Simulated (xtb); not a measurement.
**Frequency calculation of CH3Cl3OTi (part 2 of 2)**

Continued. System: CH3Cl3OTi (Ti(OMe)Cl3), SMILES C[O][Ti]([Cl])([Cl])[Cl]. Method: GFN2-xTB (xtb 6.7.1). The geometry was optimised with GFN2-xTB. The settings are looser than a standard set-up, so the numbers are not reference values.

Geometry of the input (Å):
```
Ti -0.2775  0.4478  -1.2692
O  0.0542  -0.0804  0.2567
C  0.3347  -0.5375  1.5341
H  -0.0732  -1.5495  1.6610
H  -0.1210  0.1341  2.2743
H  1.4224  -0.5618  1.6860
Cl 1.4698  0.7983  -2.4353
Cl -1.3642  2.2789  -1.3093
Cl -1.4452  -0.9297  -2.3982
```

**Output, continued**
```
 Mol. C6AA /au·bohr⁶  :       2872.665588
 Mol. C8AA /au·bohr⁸  :     131139.107001
 Mol. α(0) /au        :         91.757622

Wiberg/Mayer (AO) data.
largest (>0.10) Wiberg bond orders for each atom

 ---------------------------------------------------------------------------
     #   Z sym  total        # sym  WBO       # sym  WBO       # sym  WBO
 ---------------------------------------------------------------------------
     1  22 ti   4.791 --     2 o    1.206     9 cl   1.131     7 cl   1.131
                             8 cl   1.130
     2   8 o    2.330 --     1 ti   1.206     3 c    0.982
     3   6 c    3.936 --     2 o    0.982     5 h    0.951     6 h    0.951
                             4 h    0.950
     4   1 h    0.994 --     3 c    0.950
     5   1 h    0.994 --     3 c    0.951
     6   1 h    0.994 --     3 c    0.951
     7  17 cl   1.268 --     1 ti   1.131
     8  17 cl   1.268 --     1 ti   1.130
     9  17 cl   1.268 --     1 ti   1.131
 ---------------------------------------------------------------------------

Topologies differ in total number of bonds
Writing topology from bond orders to xtbtopo.mol

molecular dipole:
                 x           y           z       tot (Debye)
 q only:        0.374      -0.602       1.712
   full:        0.386      -0.618       1.770       4.864
molecular quadrupole (traceless):
Refinement of some symmetry elements was terminated before convergence was reached.
Some symmetry elements may remain unidentified.
Molecule has the following symmetry elements: (C3)
It seems to be the C3 point group
                xx          xy          yy          xz          yz          zz
 q only:       -0.388      -0.077      -0.308       0.250      -0.392       0.696
  q+dip:       -0.440      -0.088      -0.353       0.281      -0.438       0.793
   full:       -0.567      -0.116      -0.450       0.362      -0.569       1.016

           -------------------------------------------------
          |               Frequency Printout                |
           -------------------------------------------------
 projected vibrational frequencies (cm⁻¹)
eigval :       -0.00    -0.00    -0.00    -0.00     0.00     0.00
eigval :      -21.69    44.28    45.47   121.02   121.12   128.53
eigval :      177.93   179.32   339.00   422.62   422.95   574.95
eigval :     1119.36  1120.35  1211.45  1391.31  1440.10  1441.31
eigval :     2898.28  2901.63  2911.25
 reduced masses (amu)
   1: 36.15   2: 29.13   3: 24.50   4: 35.30   5: 34.97   6: 29.35   7:  1.30   8: 20.45
   9: 20.61  10: 35.68  11: 35.62  12: 34.43  13: 20.67  14: 20.48  15: 32.63  16: 41.52
  17: 41.52  18: 27.75  19:  3.81  20:  3.81  21: 15.35  22:  2.56  23:  1.54  24:  1.54
  25:  1.94  26:  1.93  27:  1.21
 IR intensities (km·mol⁻¹)
   1:  0.30   2:  1.09   3:  1.77   4:  0.05   5:  0.07   6:  1.05   7:  0.00   8:  0.22
   9:  0.19  10:  2.53  11:  2.42  12: 10.23  13: 28.72  14: 28.97  15:  6.69  16: 81.29
  17: 81.29  18: 62.78  19:  0.84  20:  0.81  21:133.85  22:  0.20  23:  7.05  24:  7.09
  25: 10.89  26: 10.92  27: 17.52
 Raman intensities (Ä⁴*amu⁻¹)
   1:  0.00   2:  0.00   3:  0.00   4:  0.00   5:  0.00   6:  0.00   7:  0.00   8:  0.00
   9:  0.00  10:  0.00  11:  0.00  12:  0.00  13:  0.00  14:  0.00  15:  0.00  16:  0.00
  17:  0.00  18:  0.00  19:  0.00  20:  0.00  21:  0.00  22:  0.00  23:  0.00  24:  0.00
  25:  0.00  26:  0.00  27:  0.00
 output can be read by thermo (or use thermo option).
 writing <g98.out> molden fake output.
 recommended (thermochemical) frequency scaling factor: 1.0
           -------------------------------------------------
          |             Thermodynamic Functions             |
           -------------------------------------------------

c3  symmetry found (for desy threshold:  0.10E+00) used in thermo

          ...................................................
          :                      SETUP                      :
          :.................................................:
          :  # frequencies                          20      :
          :  # imaginary freq.                       1      :
          :  linear?                             false      :
          :  only rotor calc.                    false      :
          :  symmetry                               c3      :
          :  rotational number                       3      :
          :  scaling factor                  1.0000000      :
          :  rotor cutoff                   50.0000000 cm⁻¹ :
          :  imag. cutoff                  -20.0000000 cm⁻¹ :
          :.................................................:

    mode    ω/cm⁻¹     T·S(HO)/kcal·mol⁻¹    T·S(FR)/kcal·mol⁻¹   T·S(vib)
   ------------------------------------------------------------------------
       1     44.28    -1.50795 ( 38.09%)    -1.09228 ( 61.91%)    -1.25060
       2     45.47    -1.49234 ( 40.61%)    -1.08445 ( 59.39%)    -1.25010
       3    121.02    -0.91952 ( 97.17%)    -0.79461 (  2.83%)    -0.91598
       4    121.12    -0.91902 ( 97.18%)    -0.79435 (  2.82%)    -0.91550
       5    128.53    -0.88490 ( 97.76%)    -0.77678 (  2.24%)    -0.88248
       6    177.93    -0.70066 ( 99.38%)    -0.68045 (  0.62%)    -0.70053
       7    179.32    -0.69633 ( 99.40%)    -0.67815 (  0.60%)    -0.69623
   ------------------------------------------------------------------------

   temp. (K)  partition function   enthalpy   heat capacity  entropy
                                   cal/mol     cal/K/mol   cal/K/mol   J/K/mol
 298.15  VIB  0.155E+04             3864.879     18.747     25.856
         ROT  0.241E+06              888.752      2.981     27.612
         INT  0.375E+09             4753.631     21.727     53.468
         TR   0.244E+28             1481.254      4.968     41.537
         TOT                        6234.8849    26.6956    95.0050   397.5009

       T/K    H(0)-H(T)+PV         H(T)/Eh          T*S/Eh         G(T)/Eh
   ------------------------------------------------------------------------
    298.15    0.993592E-02    0.532489E-01    0.451399E-01    0.810898E-02
   ------------------------------------------------------------------------

         :::::::::::::::::::::::::::::::::::::::::::::::::::::
         ::                  THERMODYNAMIC                  ::
         :::::::::::::::::::::::::::::::::::::::::::::::::::::
         :: total free energy         -23.226328265643 Eh   ::
         ::.................................................::
         :: total energy              -23.234437246479 Eh   ::
         :: zero point energy           0.043312996150 Eh   ::
         :: G(RRHO) w/o ZPVE           -0.035204015313 Eh   ::
         :: G(RRHO) contrib.            0.008108980837 Eh   ::
         :::::::::::::::::::::::::::::::::::::::::::::::::::::
imag cut-off (cm-1) :    5.00
 found            1  significant imaginary frequency
 writing imag mode distorted coords to xtbhess.coord
 for further optimization.

           -------------------------------------------------
          | TOTAL ENERGY              -23.234437246479 Eh   |
          | TOTAL ENTHALPY            -23.181188328758 Eh   |
          | TOTAL FREE ENERGY         -23.226328265643 Eh   |
          | GRADIENT NORM               0.000078044070 Eh/α |
          | HOMO-LUMO GAP               3.302733762541 eV   |
           -------------------------------------------------

------------------------------------------------------------------------
------------------------------------------------------------------------
 total:
 *  cpu-time:     0 d,  0 h,  0 min,  1.430 sec
 * ratio c/w:     0.921 speedup
 SCF:
 *  cpu-time:     0 d,  0 h,  0 min,  0.031 sec
 * ratio c/w:     0.791 speedup
 analytical hessian:
 *  cpu-time:     0 d,  0 h,  0 min,  1.377 sec
 * ratio c/w:     0.923 speedup
```

**File vibspectrum**
```
$vibrational spectrum
#  mode     symmetry     wave number   IR intensity    selection rules
#                         cm**(-1)      (km*mol⁻¹)        IR
     1                      -0.00         0.00000          -
     2                      -0.00         0.00000          -
     3                      -0.00         0.00000          -
     4                      -0.00         0.00000          -
     5                       0.00         0.00000          -
     6                       0.00         0.00000          -
     7        a            -21.69         0.00238         NO
     8        a             44.28         0.22312         YES
     9        a             45.47         0.19070         YES
    10        a            121.02         2.52980         YES
    11        a            121.12         2.41680         YES
    12        a            128.53        10.22572         YES
    13        a            177.93        28.71970         YES
    14        a            179.32        28.96911         YES
    15        a            339.00         6.68583         YES
    16        a            422.62        81.29336         YES
    17        a            422.95        81.29288         YES
    18        a            574.95        62.78332         YES
    19        a           1119.36         0.83722         YES
    20        a           1120.35         0.80509         YES
    21        a           1211.45       133.84786         YES
    22        a           1391.31         0.19557         YES
    23        a           1440.10         7.05177         YES
    24        a           1441.31         7.09471         YES
    25        a           2898.28        10.88709         YES
    26        a           2901.63        10.91937         YES
    27        a           2911.25        17.52372         YES
$end
```

**Standard error**
```
normal termination of xtb
```

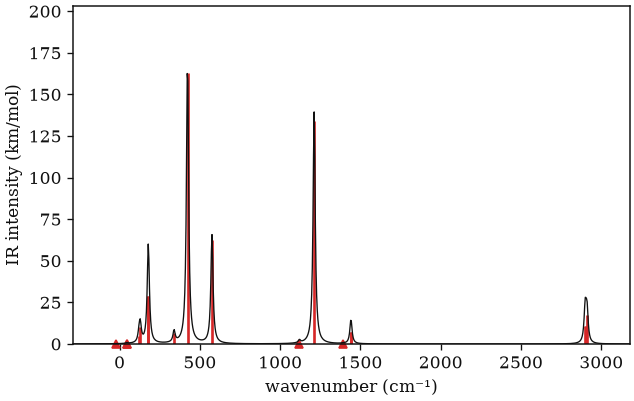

*Harmonic infrared spectrum, unscaled: sticks (degenerate modes added up, dark ones marked on the axis) with a Lorentzian envelope of 16 cm⁻¹ full width, scaled to the tallest stick; imaginary modes are drawn at negative wavenumbers.*

21 modes from 22i to 2911 cm⁻¹, 1 imaginary beyond 8i (22i cm⁻¹): not a clean minimum; so soft a mode can be a shallow saddle, an incomplete relaxation or noise of the force constants. The strongest line is at 423 cm⁻¹ (163 km/mol).

**Summary**

| quantity | value |
| --- | --- |
| outcome | converged |
| electrons treated | 38 |
| total energy | −23.234437 hartree |
| dispersion energy | −0.007233 hartree |
| basis functions | 51 |
| HOMO | −11.98 eV |
| LUMO | −8.68 eV |
| zero-point energy | 0.043313 hartree |
| dipole moment | 4.87 D |
| wavenumbers, lowest and highest | 22i and 2911 cm⁻¹ |
| hardware | 1 thread of Intel Xeon @ 2.50GHz (Skylake/Cascade Lake), 189 GiB of memory available, shared host |
| wall time | 1.6 s |
| peak memory | 0.073 GiB |

**Notes**

Settings chosen away from the usual ones: method = gfn2-xtb; task = frequencies; x = {"hess_step": 0.05}; geo = {"prev": "A"}. These settings are looser than, or depart from, a standard set-up, so the numbers are not reference values for this system.
